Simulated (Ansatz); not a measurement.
# Fields on a plane of Be2C (antifluorite type, space group Fm-3m)

```
CELL_PARAMETERS angstrom
      0.00000     2.16420     2.16420
      2.16420     0.00000     2.16420
      2.16420     2.16420     0.00000
ATOMIC_POSITIONS crystal
  Be 0.75000 0.75000 0.75000
  Be 0.25000 0.25000 0.25000
  C  0.00000 0.00000 0.00000
```

The slice is a {100} plane (indices of the conventional cell) through the point (0.000, 0.000, 0.000) (fractional), spanned by u = [100] and v = [0 1 -1] in vectors of this cell: u (3.06 Å) and v (3.06 Å, at 90° to u). It covers one period; positions are fractions (u, v).

Atoms on it: C at (0.00, 0.00).

All values below come from PBE (plane waves to 420 eV, PAW, scalar-relativistic; Ansatz, a program for electronic structure). k mesh 13×13×13. Inside the PAW spheres the values are not all-electron values, and peaks at nuclei hang on which shells count as valence. Be2C was relaxed with its symmetry unable to fall.

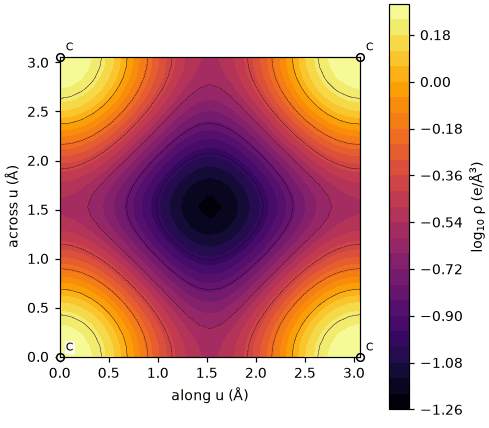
*Log₁₀ of the valence density in e/Å³, one period of the plane, atoms marked. The scale is logarithmic, as a density can span decades between atoms and voids.*

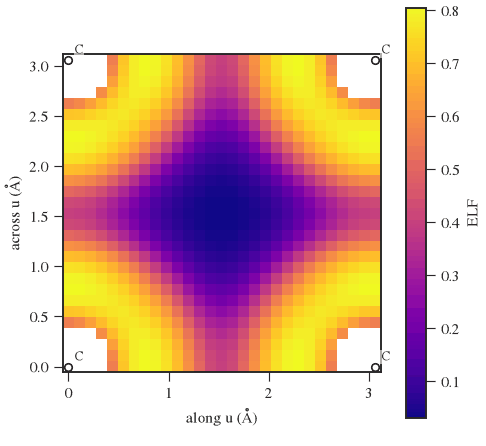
Fig. 1. Electron localisation function (ELF), one period of the plane, atoms marked. Points within 0.4 Å of a nucleus are left white, as the pseudised field means little there.
